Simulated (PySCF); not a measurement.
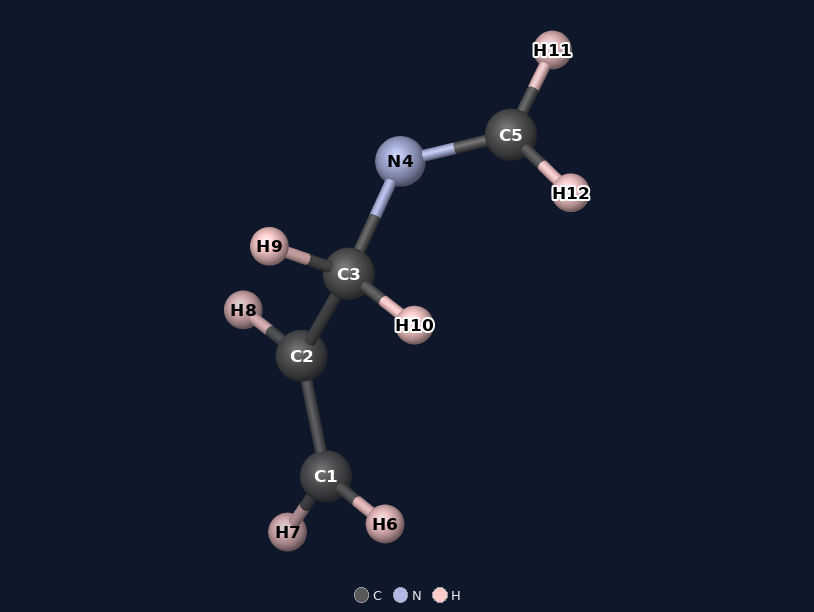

Computed geometry: PBE0-D3(BJ)/def2-SVP optimisation. No frequency run is at hand to confirm it as a minimum. Level of theory: B3LYP/pcJ-1 indirect spin-spin coupling, non-relativistic, gas phase (PySCF 2.14.0). Isotopes: 13C, 1H, 15N.

Give the spin–spin coupling constants of these pairs, with the number of bonds between them: N4/C5, C2/N4, N4/H12, N4/H9, C1/N4, N4/H8.

| pair | bonds apart | J (Hz) |
| --- | --- | --- |
| N4, C5 | 1 | −6.3 |
| C2, N4 | 2 | −2.2 |
| N4, H12 | 2 | 3.9 |
| N4, H9 | 2 | 1.4 |
| C1, N4 | 3 | −2.2 |
| N4, H8 | 3 | −1.7 |
